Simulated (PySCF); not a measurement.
## Run report: C$_{2}$H$_{8}$AlN, NMR shielding calculation

- system: C$_{2}$H$_{8}$AlN
- method: GIAO OPBE/pcSseg-2 NMR shielding, non-relativistic, gas phase (PySCF 2.14.0)

The geometry comes from this level: PBE0-D3(BJ)/def2-SVP. Figures and captions count atoms from 1; the log counts them from 0 in places.

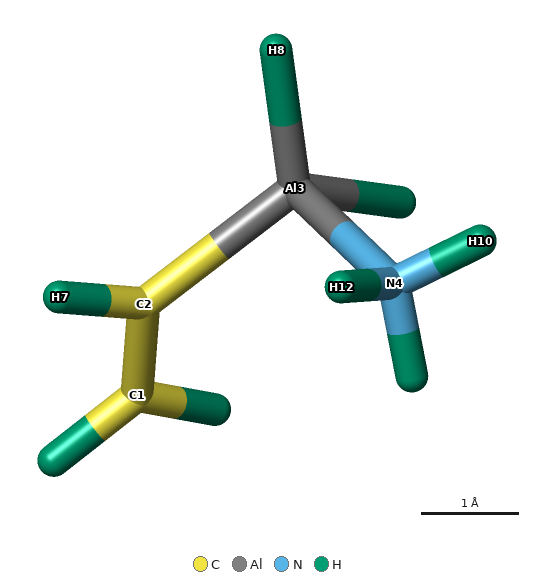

Figure 1. The input geometry (stick view, seen at a tilt; atoms are numbered from 1 in the order of the input). Sticks mark near contacts.

**Key numbers**

```tsv
quantity	value
outcome	converged
total energy	−378.151030 hartree
HOMO	−5.89 eV
LUMO	−1.26 eV
dipole moment	5.24 D
isotropic shielding, C	30.1 to 40.1 ppm
isotropic shielding, Al	432.0 ppm
isotropic shielding, N	231.6 ppm
isotropic shielding, H	24.2 to 29.6 ppm
hardware	1 CPU thread, shared host
wall time	36 s
peak memory	0.94 GiB
```

**Input**
```
{"job": {"kind": "nmr", "xc": "OPBE", "basis": "pcSseg-2", "pop": false}, "charge": 0, "multiplicity": 1}
C      2.141753     0.321979     0.236759
C      1.061355    -0.274852     0.766455
Al    -0.400087    -0.990613    -0.354078
N     -1.740028     0.592191    -0.227298
H      2.266387     0.428386    -0.849876
H      2.965793     0.724517     0.842627
H      1.055804    -0.343677     1.866511
H     -1.327169    -2.162238     0.238948
H     -0.115548    -0.947934    -1.936546
H     -2.578210     0.449037    -0.792175
H     -1.288033     1.448270    -0.552428
H     -2.040490     0.754468     0.734794
```

The first line tells a small driver script what to run in PySCF; the rest is the geometry in Å.

**Output**
```
coarse grid: 9824 points
cycle   1  E = -378.0658837297  dE = -5.921e-02  |g| = 5.474e-01  |ddm| = 2.336e+00
cycle   2  E = -377.9479108060  dE =  1.180e-01  |g| = 8.427e-01  |ddm| = 1.275e+00
cycle   3  E = -378.1461108889  dE = -1.982e-01  |g| = 1.380e-01  |ddm| = 9.410e-01
cycle   4  E = -378.1495484167  dE = -3.438e-03  |g| = 9.204e-02  |ddm| = 1.475e-01
cycle   5  E = -378.1518354305  dE = -2.287e-03  |g| = 1.405e-02  |ddm| = 6.619e-02
cycle   6  E = -378.1519052576  dE = -6.983e-05  |g| = 2.623e-03  |ddm| = 1.960e-02
cycle   7  E = -378.1519071628  dE = -1.905e-06  |g| = 5.120e-04  |ddm| = 3.075e-03
final grid: 88280 points
cycle   8  E = -378.1510018864  dE = -2.030e-04  |g| = 1.336e-02  |ddm| = 6.283e-02
cycle   9  E = -378.1509763829  dE =  2.550e-05  |g| = 1.510e-02  |ddm| = 1.956e-02
cycle  10  E = -378.1510279254  dE = -5.154e-05  |g| = 3.392e-03  |ddm| = 1.330e-02
cycle  11  E = -378.1510301039  dE = -2.178e-06  |g| = 1.036e-03  |ddm| = 2.402e-03
cycle  12  E = -378.1510303728  dE = -2.689e-07  |g| = 3.129e-04  |ddm| = 7.789e-04
cycle  13  E = -378.1510303977  dE = -2.492e-08  |g| = 9.403e-05  |ddm| = 2.710e-04
cycle  14  E = -378.1510303999  dE = -2.173e-09  |g| = 2.417e-05  |ddm| = 7.886e-05
cycle  15  E = -378.1510304000  dE = -1.465e-10  |g| = 3.583e-06  |ddm| = 2.294e-05
```

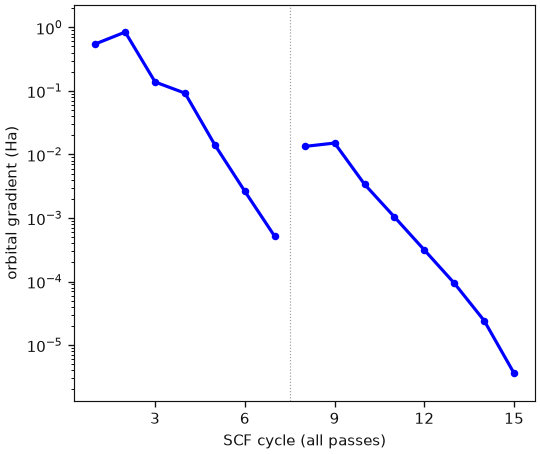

Figure 2. Convergence of the self-consistent field: orbital gradient against the SCF cycle. The dotted line marks the change from a coarse to the final integration grid. The first 7 cycles use a coarse grid, the final grid takes over at cycle 8, and the field converges after 15 cycles in all.

```
converged SCF energy = -378.1510304000

GIAO shielding tensors (ppm)
atom      isotropic    diamagn.    paramagn.     s11        s22        s33       span
  0 C       40.054     253.112    -213.058    -81.736     47.200    154.698    236.434
  1 C       30.099     254.718    -224.619   -100.171      9.255    181.212    281.383
  2 Al     432.041     795.134    -363.092    396.615    441.636    457.873     61.258
  3 N      231.623     311.621     -79.998    221.566    232.005    241.298     19.732
  4 H       24.759      31.910      -7.151     21.361     24.581     28.335      6.974
  5 H       24.383      28.854      -4.472     21.208     24.155     27.786      6.578
  6 H       24.204      31.242      -7.038     19.836     25.887     26.888      7.052
  7 H       27.014      29.547      -2.533     24.685     25.338     31.019      6.334
  8 H       27.168      30.535      -3.367     24.945     25.738     30.820      5.875
  9 H       29.512      28.219       1.293     24.159     24.778     39.600     15.441
 10 H       29.639      31.214      -1.575     24.254     26.093     38.571     14.316
 11 H       29.613      30.228      -0.615     24.255     25.664     38.920     14.665
```

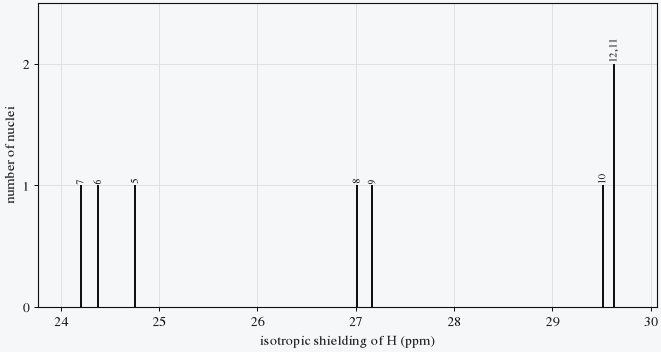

Figure 3. Isotropic shieldings of the hydrogen nuclei in this fixed geometry, labelled by atom number; shielding grows to the right, so chemical shift grows to the left. The least shielded is H7 (24.2 ppm), the most shielded H11 (29.6 ppm).
